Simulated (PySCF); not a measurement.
**NMR shielding calculation of Si3PNH8**

The run: NMR shielding calculation of Si3PNH8, SMILES [SiH3]N[Si]P[SiH3]. Method and program: GIAO PBE0/pcSseg-1 NMR shielding, non-relativistic, gas phase (PySCF 2.14.0).

The geometry comes from this level: PBE0-D3(BJ)/def2-SVP. Figures and captions count atoms from 1; the log counts them from 0 in places.

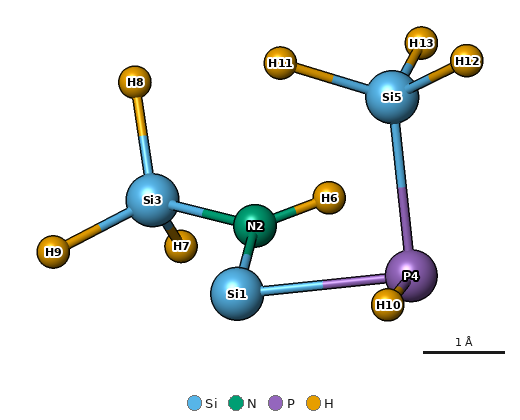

**Figure 1.** The structure as given in the input (ball-and-stick view, seen at a tilt; atoms are numbered from 1 in the order of the input).

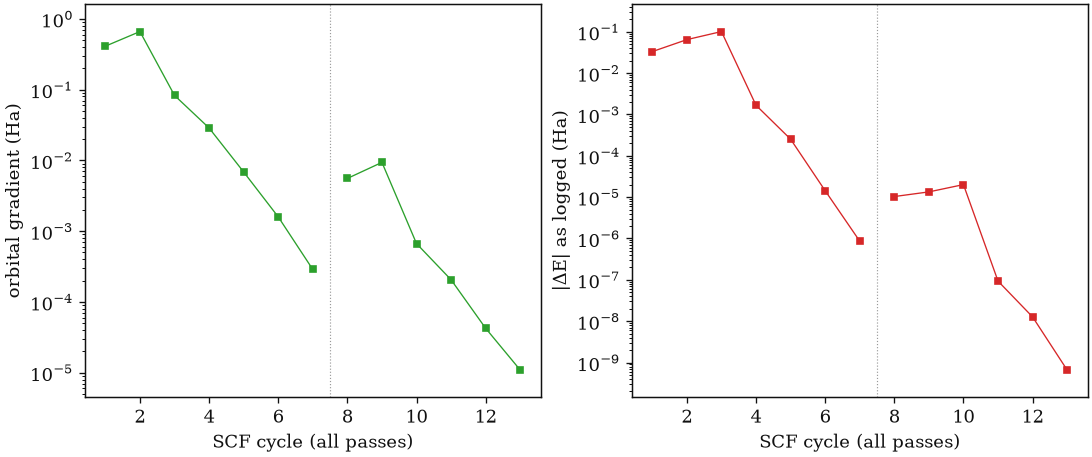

**Figure 2.** Convergence of the self-consistent field: orbital gradient and size of the energy change against the SCF cycle. The dotted line marks the change from a coarse to the final integration grid. The first 7 cycles use a coarse grid, the final grid takes over at cycle 8, and the field converges after 13 cycles in all.

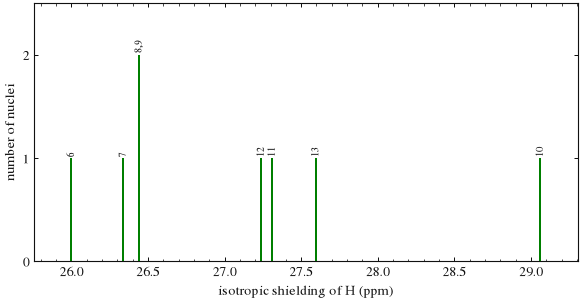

**Figure 3.** Isotropic shieldings of the hydrogen nuclei in this fixed geometry, labelled by atom number; shielding grows to the right, so chemical shift grows to the left. The least shielded is H6 (26.0 ppm), the most shielded H10 (29.1 ppm).

These pictures come from the run below.

Input
```
{"job": {"kind": "nmr", "xc": "PBE0", "basis": "pcSseg-1"}, "charge": 0, "multiplicity": 1}
Si    -0.098365    -1.107709    -1.208672
N     -0.656596    -0.834573     0.418668
Si    -0.456326    -1.964354     1.754796
P     -0.754815     0.929330    -2.061190
Si     0.816515     2.041428    -0.883147
H     -1.145900     0.029178     0.657038
H     -1.780951    -2.323923     2.344827
H      0.389795    -1.373349     2.835158
H      0.206200    -3.174874     1.192446
H      0.020240     0.827143    -3.256516
H      2.064422     1.252106    -0.625419
H      1.190413     3.295519    -1.602019
H      0.215334     2.386616     0.440765
```

The first line tells a small driver script what to run in PySCF; the rest is the geometry in Å.

Command:
```bash
OMP_NUM_THREADS=1 python <driver script> task.json out
```

Output
```
coarse grid: 12520 points
cycle   1  E = -1268.7290556211  dE = -3.313e-02  |g| = 4.110e-01  |ddm| = 3.290e+00
cycle   2  E = -1268.6645389432  dE =  6.452e-02  |g| = 6.611e-01  |ddm| = 8.387e-01
cycle   3  E = -1268.7656764764  dE = -1.011e-01  |g| = 8.279e-02  |ddm| = 5.531e-01
cycle   4  E = -1268.7673433688  dE = -1.667e-03  |g| = 2.869e-02  |ddm| = 1.318e-01
cycle   5  E = -1268.7675959082  dE = -2.525e-04  |g| = 6.856e-03  |ddm| = 5.460e-02
cycle   6  E = -1268.7676102195  dE = -1.431e-05  |g| = 1.591e-03  |ddm| = 1.303e-02
cycle   7  E = -1268.7676110819  dE = -8.623e-07  |g| = 2.873e-04  |ddm| = 2.795e-03
final grid: 101672 points
cycle   8  E = -1268.7922331214  dE = -1.034e-05  |g| = 5.559e-03  |ddm| = 1.593e-02
cycle   9  E = -1268.7922197244  dE =  1.340e-05  |g| = 9.367e-03  |ddm| = 1.189e-02
cycle  10  E = -1268.7922398377  dE = -2.011e-05  |g| = 6.670e-04  |ddm| = 7.737e-03
cycle  11  E = -1268.7922399309  dE = -9.321e-08  |g| = 2.055e-04  |ddm| = 9.947e-04
cycle  12  E = -1268.7922399436  dE = -1.267e-08  |g| = 4.238e-05  |ddm| = 3.616e-04
cycle  13  E = -1268.7922399442  dE = -6.585e-10  |g| = 1.090e-05  |ddm| = 9.093e-05
converged SCF energy = -1268.7922399442

GIAO shielding tensors (ppm)
atom      isotropic    diamagn.    paramagn.     s11        s22        s33       span
  0 Si     -21.445     878.253    -899.698   -563.667    180.871    318.460    882.127
  1 N      106.148     327.147    -221.000    -59.762    139.139    239.065    298.827
  2 Si     395.954     878.363    -482.408    363.221    366.853    457.789     94.568
  3 P      504.673     970.178    -465.505    368.332    489.691    655.996    287.664
  4 Si     446.681     880.234    -433.553    409.328    455.513    475.204     65.876
  5 H       26.000      35.075      -9.075     20.632     26.473     30.896     10.264
  6 H       26.338      27.286      -0.948     22.988     24.507     31.520      8.532
  7 H       26.420      28.254      -1.833     22.987     25.076     31.199      8.211
  8 H       26.461      27.874      -1.413     23.752     25.735     29.898      6.146
  9 H       29.061      30.795      -1.733     24.974     26.405     35.806     10.832
 10 H       27.311      29.583      -2.272     24.404     25.761     31.768      7.364
 11 H       27.239      28.470      -1.231     23.505     24.653     33.560     10.055
 12 H       27.596      30.267      -2.671     24.158     26.048     32.582      8.423
```

Results in brief

```csv
quantity,value
outcome,converged
total energy,−1268.792240 hartree
HOMO,−6.37 eV
LUMO,−1.97 eV
dipole moment,1.20 D
"isotropic shielding, Si",−21.4 to 446.7 ppm
"isotropic shielding, N",106.1 ppm
"isotropic shielding, P",504.7 ppm
"isotropic shielding, H",26.0 to 29.1 ppm
hardware,"1 CPU thread, shared host"
wall time,29 s
peak memory,0.77 GiB
```
